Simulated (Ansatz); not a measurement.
**C₂H₆ClNZn (SMILES C[N](C)[Zn][Cl]): density, localisation and related maps**

```xyz
11

C    -1.1099   -0.5144    0.5522
N    -0.0119    0.1532   -0.0939
C     1.2348   -0.5470    0.0625
Zn   -0.1780    1.7040   -0.9924
Cl   -0.3717    3.5046   -2.0393
H    -0.9422   -0.6209    1.6359
H    -1.2642   -1.5282    0.1495
H    -2.0466    0.0329    0.4209
H     1.5120   -0.6550    1.1234
H     2.0549   -0.0241   -0.4357
H     1.1880   -1.5623   -0.3626
```

Geometry: PBE0-D4/def2-TZVP.

Level of theory: Ansatz 0.2.0, RKS PBE0-D4/def2-TZVPP.

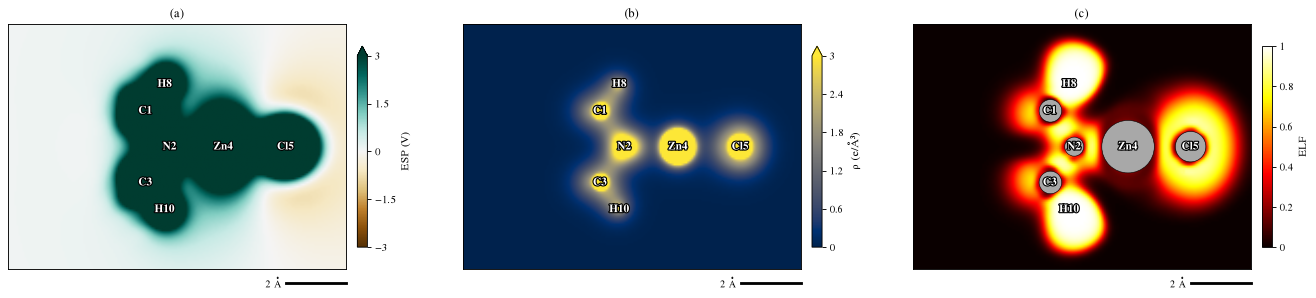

Figure 1. (a) electrostatic potential; (b) total electron density; (c) ELF on the plane of atoms N2, C1 and H8. Grey discs cover the atomic cores in the ELF map.

Q: Read the bonding off the picture.

A: The section cuts through C, N, Zn, Cl and H sites. C–N (1.44 Å): the density is about 2 e/Å³ at the midpoint; the ELF peaks at about 0.90 between the atoms: localised, covalent bonding. Zn–N (1.80 Å): ρ is about 0.95 e/Å³ halfway; the ELF peaks at about 0.85 in the valence shell of N, 0.6 Å from its nucleus, and is about 0.30 at the midpoint. Zn–Cl (2.09 Å): ρ at the midpoint is about 0.76 e/Å³; the ELF peaks at about 0.80 in the valence shell of Cl, 0.8 Å from its nucleus, and is about 0.50 at the midpoint. C–H (1.09 Å): the density is about 2 e/Å³ at the midpoint; the ELF climbs to about 1 towards the hydrogen, as it does in any bond to H: a covalent bond by its length. The ELF also peaks beside Cl5, away from the bonds: lone-pair regions. Outside the dense part of the molecule the potential is most negative (−0.7 V) near Cl5.

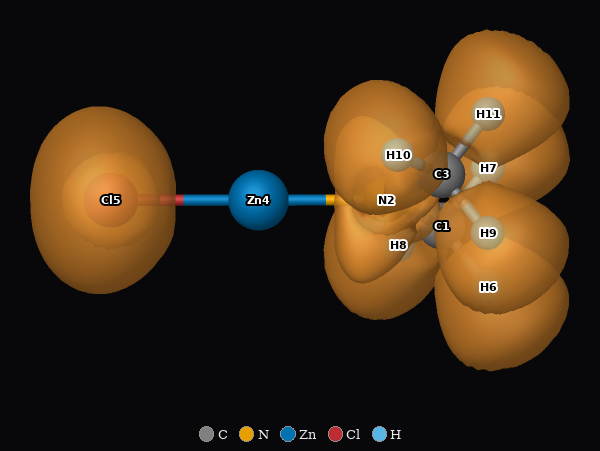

Figure 2. Isosurface of the ELF at 0.75 (orange), seen from one side. Only the valence region is drawn (cores and ρ < 0.01 e/Å³ removed).

Q: What do the ELF domains correspond to?

A: The ELF exceeds this value in six regions around hydrogen nuclei, one region on N in which the atom's valence shell and bonds are merged and one region wrapped around Cl (its valence shell).

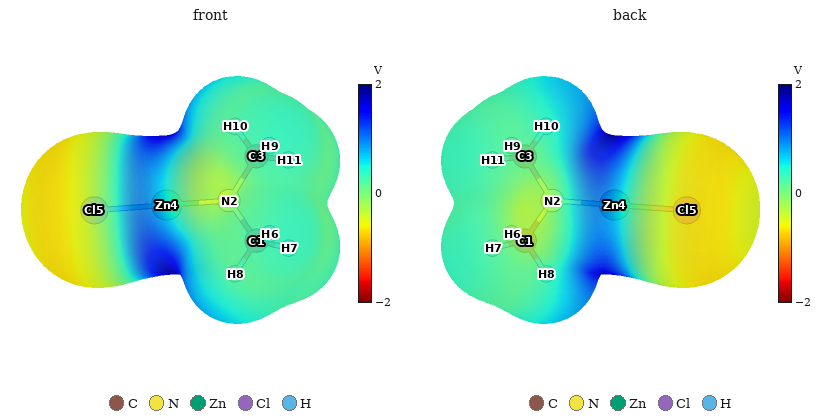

Figure 3. The electrostatic potential painted on the density surface at 0.001 e/bohr³, seen from the front and from behind; red is negative and blue positive.

Q: Where is the surface potential most negative and most positive?

A: The most negative region (about −0.7 V) lies over Cl5, the most positive (about +1.8 V) over Zn4.
